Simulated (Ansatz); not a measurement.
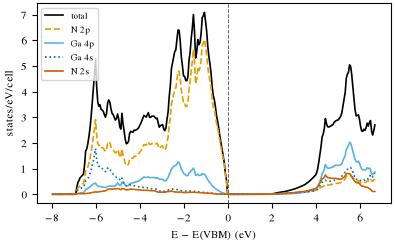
Fig. 1. Total and projected density of states of GaN in space group P4_2/mnm (No. 136; Ga on 4g, N on 4f), PBE in the plane-wave PAW code Ansatz

Task: Which orbitals carry the states next to the gap?

Result: Top 1 eV of the valence band: N 2p 89 %, Ga 4p 7 %. Bottom 1 eV of the conduction band: Ga 4s 36 %, N 2s 36 %, N 2p 17 %, Ga 4p 9 %. Projections are on Löwdin-orthogonalised atomic valence shells; empty p or d shells of many metals are not among them.

Task: Where is the tallest occupied peak in this window, and what makes it?

Result: Near -1.1 eV, about 7.1 states/eV per cell; the largest projected share is N 2p.

The start of the workflow was typed in or built on a structure type; neither database checked (COD, Materials Project) lists it. It is not the phase usual at ambient conditions (space group No. 186, 216). The PBE relaxation kept the symmetry of its start; whether a distortion lowers the energy is not shown. Scalar-relativistic: spin–orbit coupling is off unless named, which matters more the heavier the elements.

Potentials: the earlier of the program's two PAW sets.
